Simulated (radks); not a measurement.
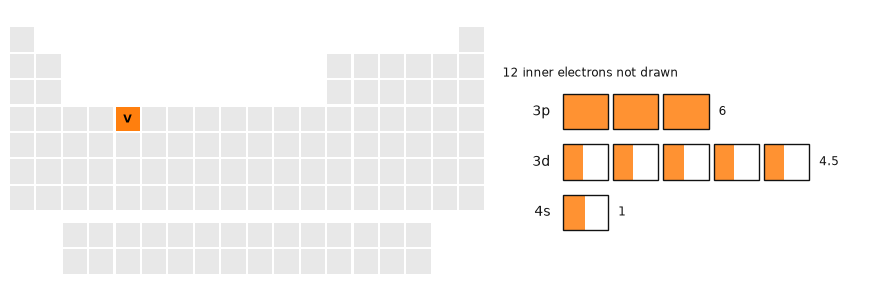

**Figure 1.** Left, the place of vanadium in the periodic table; right, the outer shells as the input fills them: a box for each of the 2l + 1 orbitals, shaded by the share of the shell that is filled, with the electron count at the right.

**Run report: V (charge -0.5), atomic calculation**

System: V (charge -0.5), configuration [Ar] 3d4.5 4s1.
Method: Dirac Kohn-Sham, LDA (Slater exchange, Perdew-Wang correlation), spin-unpolarised, spherical densities, finite nucleus (radks).

### The input
```
Z 23
configuration [Ar] 3d4.5 4s1
relativity Dirac
functional lda,pw
spin unpolarised
j_filling average
nucleus finite rms 3.6002 fm
c 137.035999084
```

Energies in input and log are in hartree, lengths in bohr (the nuclear radius in fm).

Hardware: 1 CPU thread, shared host.

### Output
```
1s1/2   1   2.0000        -196.37747415
2s1/2   1   2.0000         -21.82263736
2p1/2   1   2.0000         -18.38834775
2p3/2   1   4.0000         -18.12798078
3s1/2   1   2.0000          -2.32369317
3p1/2   1   2.0000          -1.39909246
3p3/2   1   4.0000          -1.36885406
3d3/2   1   1.8000           0.00157279
4s1/2   1   1.0000          -0.07039408
Etot 6.740096428167482e+24
Ekin 18077392548030.67
Encl -95980836890757.02
Eh 6.740096444057424e+24
Exc -1.5812039202865976e+16
err 1.3093146421262725e+18
it 169
```

### Outcome

```
                   quantity                                   value
                    outcome                           not converged
               total energy  6740096428167482017054720.0000 hartree
             kinetic energy             18077392548030.6719 hartree
    electron–nucleus energy            −95980836890757.0156 hartree
             Hartree energy  6740096444057424345694208.0000 hartree
exchange–correlation energy         −15812039202865976.0000 hartree
             SCF iterations                                     169
                  wall time                                   1.4 s
```

### Diagnosis

The run did not meet its convergence test in 169 iterations, so its last values are not results.
